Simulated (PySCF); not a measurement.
**Two runs on C$_{6}$H$_{4}$Cl$_{4}$Si**

System: C$_{6}$H$_{4}$Cl$_{4}$Si.
Method of run 1: GIAO PBE0/pcSseg-1 NMR shielding, non-relativistic, gas phase (PySCF 2.14.0).

The geometry comes from this level: PBE0-D3(BJ)/def2-SVP. Text and figures count atoms from 1; the logs count them from 0 in places.

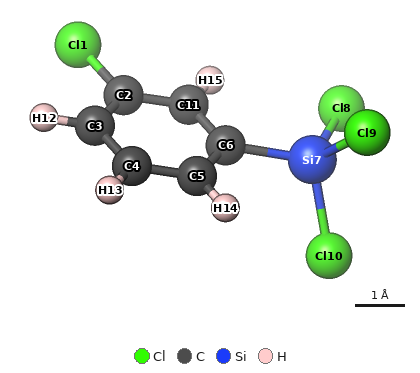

The structure (ball-and-stick view, seen at a tilt; atoms are numbered from 1 in the order of the input). Bond lengths as drawn: Cl–Si 2.05 Å, C–C 1.39 to 1.40 Å, C–Cl 1.73 Å, C–H 1.09 Å and C–Si 1.85 Å.

## Input, run 1
```
{"job": {"kind": "nmr", "xc": "PBE0", "basis": "pcSseg-1", "pop": false}, "charge": 0, "multiplicity": 1}
Cl    -3.667775     1.792998     0.732992
C     -2.636884     0.500729     0.222019
C     -3.198987    -0.692201    -0.229279
C     -2.362365    -1.729721    -0.636964
C     -0.979817    -1.578566    -0.594904
C     -0.417036    -0.375648    -0.142019
Si     1.428146    -0.200627    -0.100815
Cl     1.971263     1.642368     0.612856
Cl     2.250301    -1.649023     1.096281
Cl     2.214725    -0.427821    -1.981183
C     -1.253527     0.667917     0.268423
H     -4.284573    -0.799905    -0.257602
H     -2.799754    -2.666041    -0.990798
H     -0.337808    -2.402619    -0.916797
H     -0.839440     1.612298     0.626690
```

The first line tells a small driver script what to run in PySCF; the rest is the geometry in Å.

Hardware: 8 threads of Intel Xeon @ 2.10GHz (Emerald Rapids), 189 GiB of memory available, shared host.

## Output (run 1)
```
coarse grid: 17120 points
cycle   1  E = -2360.2627940514  dE =  1.779e+00  |g| = 5.057e-01  |ddm| = 4.235e+00
cycle   2  E = -2360.2239886766  dE =  3.881e-02  |g| = 6.618e-01  |ddm| = 1.343e+00
cycle   3  E = -2360.3310940585  dE = -1.071e-01  |g| = 8.398e-02  |ddm| = 7.944e-01
cycle   4  E = -2360.3323475678  dE = -1.254e-03  |g| = 5.304e-02  |ddm| = 1.548e-01
cycle   5  E = -2360.3330895167  dE = -7.419e-04  |g| = 1.189e-02  |ddm| = 6.584e-02
cycle   6  E = -2360.3331247115  dE = -3.519e-05  |g| = 2.878e-03  |ddm| = 1.546e-02
cycle   7  E = -2360.3331263671  dE = -1.656e-06  |g| = 1.324e-03  |ddm| = 3.724e-03
final grid: 147648 points
cycle   8  E = -2360.3929350538  dE = -4.342e-05  |g| = 7.974e-03  |ddm| = 4.987e-02
cycle   9  E = -2360.3929294474  dE =  5.606e-06  |g| = 8.550e-03  |ddm| = 1.998e-02
cycle  10  E = -2360.3929484818  dE = -1.903e-05  |g| = 1.330e-03  |ddm| = 1.176e-02
cycle  11  E = -2360.3929488257  dE = -3.439e-07  |g| = 2.494e-04  |ddm| = 1.709e-03
cycle  12  E = -2360.3929488394  dE = -1.373e-08  |g| = 9.207e-05  |ddm| = 3.546e-04
cycle  13  E = -2360.3929488415  dE = -2.047e-09  |g| = 3.059e-05  |ddm| = 1.243e-04
cycle  14  E = -2360.3929488417  dE = -2.092e-10  |g| = 1.060e-05  |ddm| = 3.722e-05
converged SCF energy = -2360.3929488417

GIAO shielding tensors (ppm)
atom      isotropic    diamagn.    paramagn.     s11        s22        s33       span
  0 Cl     698.928    1144.633    -445.705    527.184    573.309    996.291    469.107
  1 C       38.401     254.707    -216.306    -59.634     50.516    124.320    183.954
  2 C       45.390     249.493    -204.103    -53.717     33.550    156.339    210.056
  3 C       49.036     254.481    -205.445    -59.724     34.924    171.908    231.632
  4 C       47.597     251.950    -204.353    -63.640     27.292    179.138    242.778
  5 C       45.505     262.165    -216.660    -36.666      3.011    170.171    206.837
  6 Si     326.230     875.994    -549.764    311.976    318.348    348.366     36.390
  7 Cl     835.245    1148.243    -312.998    706.534    833.124    966.076    259.542
  8 Cl     792.823    1147.357    -354.534    685.980    743.870    948.620    262.641
  9 Cl     791.587    1147.334    -355.746    684.296    742.926    947.540    263.243
 10 C       45.112     250.010    -204.898    -54.275     33.207    156.404    210.678
 11 H       23.698      28.742      -5.044     19.305     23.535     28.253      8.948
 12 H       23.727      28.108      -4.381     19.824     24.642     26.715      6.890
 13 H       23.716      30.873      -7.157     19.304     21.803     30.042     10.738
 14 H       23.498      31.194      -7.695     17.018     20.903     32.574     15.556
```

The input of run 2 differs as follows (lines with − go, lines with + come):
```diff
-"xc": "PBE0"
+"xc": "KT2"
```

Predict how the results change.

The total energies belong to different methods, so their difference says nothing on which is more stable or more accurate. The HOMO goes from −7.68 to −6.64 eV. The LUMO goes from −1.69 to −2.48 eV. The dipole moment goes from 2.45 to 2.34 D. Of all shieldings, the largest change is that of Cl10, by −30.0 ppm. The functional changes from PBE0 to KT2. Exact exchange removes part of the self-interaction error of semilocal functionals, which pushes filled and empty levels apart. The SCF takes 15 iterations against 14.

## Output (run 2)
```
coarse grid: 17120 points
cycle   1  E = -2381.5932455505  dE =  1.529e+00  |g| = 6.126e-01  |ddm| = 4.328e+00
cycle   2  E = -2381.4761290917  dE =  1.171e-01  |g| = 9.056e-01  |ddm| = 1.714e+00
cycle   3  E = -2381.6738143157  dE = -1.977e-01  |g| = 1.869e-01  |ddm| = 1.187e+00
cycle   4  E = -2381.6822673219  dE = -8.453e-03  |g| = 7.571e-02  |ddm| = 3.068e-01
cycle   5  E = -2381.6838670340  dE = -1.600e-03  |g| = 2.164e-02  |ddm| = 1.111e-01
cycle   6  E = -2381.6839923007  dE = -1.253e-04  |g| = 5.967e-03  |ddm| = 2.922e-02
cycle   7  E = -2381.6840003672  dE = -8.067e-06  |g| = 2.066e-03  |ddm| = 7.342e-03
final grid: 147648 points
cycle   8  E = -2381.7405275449  dE = -2.906e-04  |g| = 3.272e-02  |ddm| = 1.481e-01
cycle   9  E = -2381.7402606026  dE =  2.669e-04  |g| = 4.035e-02  |ddm| = 7.955e-02
cycle  10  E = -2381.7406357048  dE = -3.751e-04  |g| = 1.160e-02  |ddm| = 7.061e-02
cycle  11  E = -2381.7406685408  dE = -3.284e-05  |g| = 3.981e-03  |ddm| = 1.917e-02
cycle  12  E = -2381.7406733689  dE = -4.828e-06  |g| = 6.929e-04  |ddm| = 5.192e-03
cycle  13  E = -2381.7406735013  dE = -1.323e-07  |g| = 1.344e-04  |ddm| = 9.946e-04
cycle  14  E = -2381.7406735049  dE = -3.663e-09  |g| = 4.862e-05  |ddm| = 1.693e-04
cycle  15  E = -2381.7406735055  dE = -5.712e-10  |g| = 8.290e-06  |ddm| = 5.447e-05
converged SCF energy = -2381.7406735055

GIAO shielding tensors (ppm)
atom      isotropic    diamagn.    paramagn.     s11        s22        s33       span
  0 Cl     682.140    1147.268    -465.128    517.498    549.177    979.745    462.247
  1 C       46.202     256.022    -209.820    -39.413     59.655    118.363    157.776
  2 C       55.178     249.038    -193.860    -34.181     48.294    151.420    185.601
  3 C       58.213     254.798    -196.586    -40.459     48.590    166.507    206.966
  4 C       58.426     252.508    -194.081    -41.399     41.454    175.224    216.623
  5 C       52.840     262.133    -209.293    -19.507     15.741    162.286    181.793
  6 Si     337.480     879.751    -542.271    324.152    326.798    361.489     37.337
  7 Cl     811.826    1150.383    -338.558    675.396    810.845    949.236    273.840
  8 Cl     762.947    1149.439    -386.491    651.701    712.230    924.911    273.210
  9 Cl     761.546    1149.413    -387.867    649.980    711.005    923.652    273.672
 10 C       55.187     251.161    -195.975    -33.320     47.678    151.201    184.522
 11 H       23.969      28.649      -4.680     19.714     24.142     28.049      8.335
 12 H       23.980      28.117      -4.137     20.147     25.200     26.593      6.447
 13 H       23.987      31.295      -7.308     19.645     22.489     29.827     10.182
 14 H       23.774      31.907      -8.133     17.410     21.588     32.324     14.914
```

## The two runs side by side

```tsv
quantity	run 1	run 2
outcome	converged	converged
total energy (hartree)	−2360.392949	−2381.740674
HOMO (eV)	−7.68	−6.64
LUMO (eV)	−1.69	−2.48
dipole moment (D)	2.45	2.34
shielding of Cl1 (ppm)	698.9	682.1
shielding of C5 (ppm)	47.6	58.4
shielding of Si7 (ppm)	326.2	337.5
shielding of Cl8 (ppm)	835.2	811.8
shielding of Cl9 (ppm)	792.8	762.9
shielding of Cl10 (ppm)	791.6	761.5
shielding of C11 (ppm)	45.1	55.2
SCF iterations	14	15
basis functions	242	242
wall time (shared host)	97 s	86 s
```
